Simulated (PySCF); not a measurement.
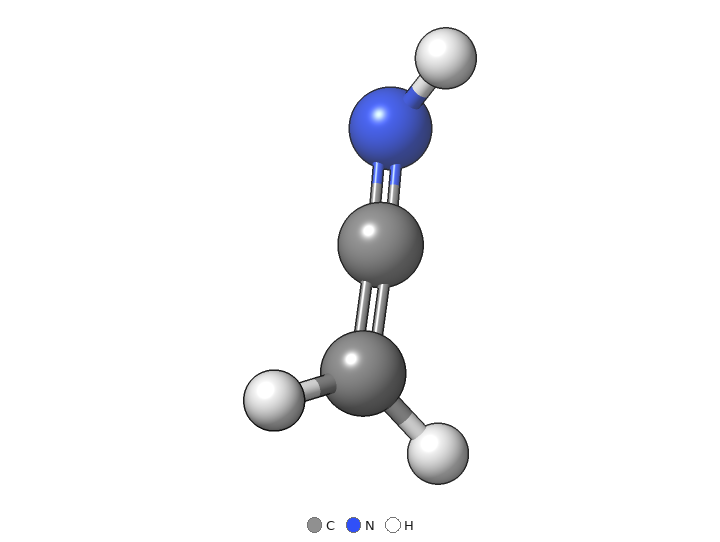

Rendered structure (ball-and-stick style). Double and triple bonds are drawn as two and three sticks.

Description:

It has 6 atoms: 2 carbon, 3 hydrogen and 1 nitrogen (C2H3N). Its SMILES string is `C=C=N`. It has no ring. The point group is Cs. Coordination: 1 C trigonal planar; 1 C linear; 1 N bent.

More results for the same structure follow; atom numbers are the same in all pictures, views and colours differ. Computed geometry: PBE0-D3(BJ)/def2-SVP optimisation. No frequency run is at hand to confirm it as a minimum.

### Shape

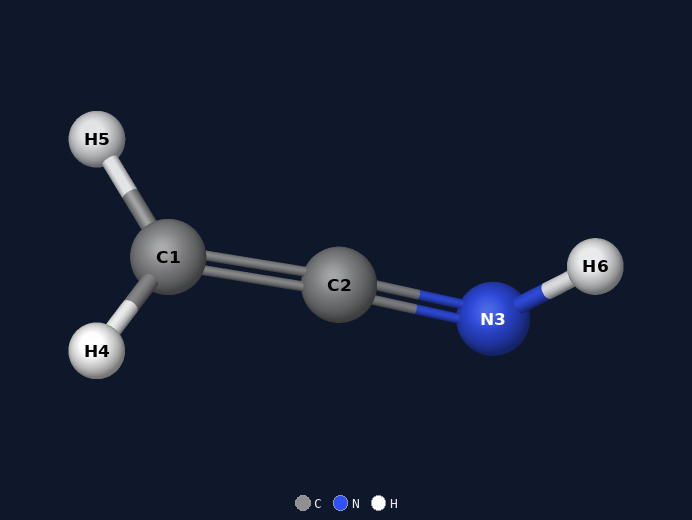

The atoms are numbered. No frequency run is at hand to confirm it as a minimum.

Which atoms are bonded, and how long are the bonds?

| bond | length (Å) | order |
| --- | --- | --- |
| C1–C2 | 1.314 | double |
| C1–H4 | 1.092 | single |
| C1–H5 | 1.091 | single |
| C2–N3 | 1.223 | double |
| N3–H6 | 1.023 | single |

### Core levels

No frequency run is at hand to confirm it as a minimum. Method: delta-SCF UKS SCAN, pcX-2 on the ionised atom, pcseg-1 elsewhere, spin-free X2C (PySCF 2.14.0).

Give the core-electron binding energies (to vacuum) of C1 1s, C2 1s, N3 1s.

```
atom  level  binding energy (eV)
  C1     1s                290.7
  C2     1s                292.6
  N3     1s                405.7
```

### Spin–spin coupling

No frequency run is at hand to confirm it as a minimum. Method: B3LYP/pcJ-1 indirect spin-spin coupling, non-relativistic, gas phase (PySCF 2.14.0). Isotopes: 13C, 1H, 15N.

Give the spin–spin coupling constants of these pairs, with the number of bonds between them: C1/H4, N3/H6, C1/N3, C2/H6, C1/H6, N3/H5.

```csv
pair,bonds apart,J (Hz)
"C1, H4",1,186.2
"N3, H6",1,−63.9
"C1, N3",2,−2.9
"C2, H6",2,−5.7
"C1, H6",3,10.7
"N3, H5",3,−1.1
```

### Electronic properties

No frequency run is at hand to confirm it as a minimum. Level of theory: PBE0/def2-SVPD, gas phase (PySCF 2.14.0). Excitations: vertical, linear response.

What is the lowest vertical singlet excitation?

4.72 eV.

What is the mean static polarisability?

34.2 bohr³.

Estimate the HOMO energy (Kohn–Sham orbital).

−6.96 eV.

Give the LUMO energy (Kohn–Sham orbital) at this level.

−0.22 eV.
